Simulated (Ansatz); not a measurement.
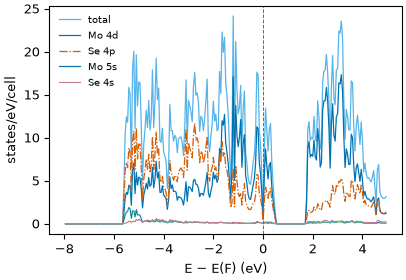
Fig. 1. Total and projected density of states of Mo3Se4 in space group R-3 (No. 148; Mo on 18f, Se on 6c, Se on 18f), r²SCAN in the plane-wave PAW code Ansatz

Problem. Which orbitals carry the states next to the Fermi level?

Solution. Within 0.5 eV of the Fermi level: Mo 4d 63 %, Se 4p 33 %. Projections are on Löwdin-orthogonalised atomic valence shells; empty p or d shells of many metals are not among them.

Problem. Where is the tallest occupied peak in this window, and what makes it?

Solution. Near -1.2 eV, about 24 states/eV per cell; the largest projected share is Mo 4d.

The first step of the workflow began from a Materials Project structure, measured or hypothetical; the Crystallography Open Database files this formula in space group No. 148, but the cells were not matched. Its standing as an ambient phase is unchecked. Symmetry was held in the r²SCAN relaxation; whether a distortion lowers the energy is not shown. No spin polarisation was allowed. Scalar-relativistic: spin–orbit coupling is off unless named, which matters more the heavier the elements.

Potentials: the later of the program's two PAW sets.
